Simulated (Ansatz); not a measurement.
**Convergence study of the plane-wave cutoff for ReCl6 (R3, 7 atoms in the cell)**

```
ReCl6
1.0
    3.06348     1.76870     5.57981
   -3.06348     1.76870     5.57981
    0.00000    -3.53740     5.57981
Re Cl
1 6
Direct
  0.00299   0.00299   0.00299
  0.61790   0.23109   0.91394
  0.38210   0.76891   0.08606
  0.91394   0.61790   0.23109
  0.08606   0.38210   0.76891
  0.23109   0.91394   0.61790
  0.76891   0.08606   0.38210
```
Moments meant for the start (each program seeds them in its own way; μB, in the order of the atoms Re Cl Cl Cl Cl Cl Cl): 1.0 0.0 0.0 0.0 0.0 0.0 0.0.

Method of the run: LDA (PW92), default PAW files made with PBE (plane waves; Ansatz, an electronic-structure program).

Base settings: basis.ecutwfc = 420 eV; kpoints.mp_grid.grid = 3 3 3; hamiltonian.xc = lda; hamiltonian.pseudopotentials = {kind: paw} (the program's default PAW files); magnetization.spin_polarized = true; scf.occupations.method = fermi_dirac; scf.occupations.width = 0.1 eV.

The second cell is the first with its lattice scaled by 0.98.

The mesh stays at the base's, so the ladder's end is converged at best in this setting alone.

The first pressure column holds Ansatz's estimate of the finite-basis (Pulay) stress, which hides part of the cutoff error; the other is without it.

Only quantities that move along the ladder and can be compared are tabulated.

The count of work is k-points × plane waves × bands × iterations; it is no time. Core times come from one kind of shared machine, to one figure; runs under 30 s give none.

The starting cell comes from a database of computed structures (which also holds hypothetical and non-ambient phases and stackings), without a prior relaxation at this level. Its lattice was rescaled by up to half a per cent. One atom was moved a little off its site on purpose. The starting moments vanished: the run ended non-magnetic. The program warned that a starting moment was not kept. In the base run, with a pressure of about -4 GPa the cell is away from its equilibrium volume at this level. Without a gap this mesh is coarse (it stands for a supercell whose shortest vector is 18 Å).

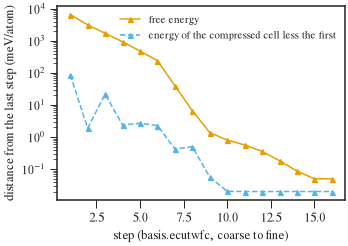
Figure. Distance from the last step along the ladder; very small values are drawn at a floor.

| basis.ecutwfc | free energy less the last step's (meV/atom) | energy of the compressed cell less the first (meV/atom) | pressure (GPa) | pressure without the Pulay estimate (GPa) | largest difference of a force vector from the last step's (eV/Å) | count of work / last | core time / last (rough) |
|---|---|---|---|---|---|---|---|
| 145 eV | 6619.68 | 65.14 | 0.82 | -115.16 | 1.876 | 0.10 | – |
| 170 eV | 3150.56 | -20.06 | -4.58 | -70.16 | 0.430 | 0.13 | – |
| 190 eV | 1727.68 | -0.11 | -5.58 | -46.48 | 0.363 | 0.17 | 0.5 |
| 210 eV | 936.21 | -19.57 | -4.73 | -30.52 | 0.185 | 0.075 | – |
| 230 eV | 481.86 | -19.27 | -4.05 | -19.67 | 0.096 | 0.13 | 0.3 |
| 250 eV | 240.12 | -19.67 | -3.87 | -12.92 | 0.096 | 0.18 | 0.5 |
| 295 eV | 40.20 | -21.53 | -3.97 | -6.07 | 0.035 | 0.15 | – |
| 335 eV | 6.64 | -21.45 | -4.08 | -4.49 | 0.008 | 0.20 | – |
| 380 eV | 1.38 | -21.90 | -4.10 | -4.15 | 0.001 | 0.24 | – |
| 420 eV | 0.81 | -21.94 | -4.11 | -4.12 | 0.001 | 0.28 | – |
| 460 eV | 0.57 | -21.94 | -4.11 | -4.12 | 0.001 | 0.33 | 0.3 |
| 505 eV | 0.36 | -21.94 | -4.11 | -4.11 | 0.000 | 0.37 | 0.4 |
| 565 eV | 0.18 | -21.95 | -4.11 | -4.11 | 0.000 | 0.44 | 0.4 |
| 630 eV | 0.09 | -21.95 | -4.11 | -4.11 | 0.000 | 0.52 | 0.5 |
| 735 eV | 0.03 | -21.95 | -4.11 | -4.11 | 0.000 | 0.66 | 0.7 |
| 840 eV | 0.02 | -21.95 | -4.11 | -4.11 | 0.000 | 0.80 | 0.8 |
| 1010 eV | 0.00 | -21.96 | -4.11 | -4.11 | 0.000 | 1.0 | 1 |

Coarsest basis.ecutwfc that holds the free energy within 5 meV/atom of the last step, with all finer ones: 380 eV, at 0.24 of the last step's count of work; the step before is off by 6.6 meV/atom.

Coarsest basis.ecutwfc that holds the pressure within 0.05 GPa of the last step, with all finer ones: 335 eV, at 0.20 of the last step's count of work; the step before is off by 0.14 GPa.

Coarsest basis.ecutwfc that holds the pressure without the Pulay estimate within 0.1 GPa of the last step, with all finer ones: 380 eV, at 0.24 of the last step's count of work; the step before is off by 0.38 GPa.

The energy difference between the two cells stays within 1 meV/atom of the last step's from 295 eV on, the total only from 420 eV on: much of the error is common to both cells and cancels.

Two neighbours can agree and both be off: 210 eV and 230 eV differ by 0.30 meV/atom in the energy of the compressed cell less the first, yet lie about 2.7 meV/atom from the last step.

At the lowest cutoff the pressure without the Pulay estimate lies 111 GPa under the last step's, the usual sign of Pulay stress in an incomplete plane-wave basis.

Keys are those of Ansatz 0.2.
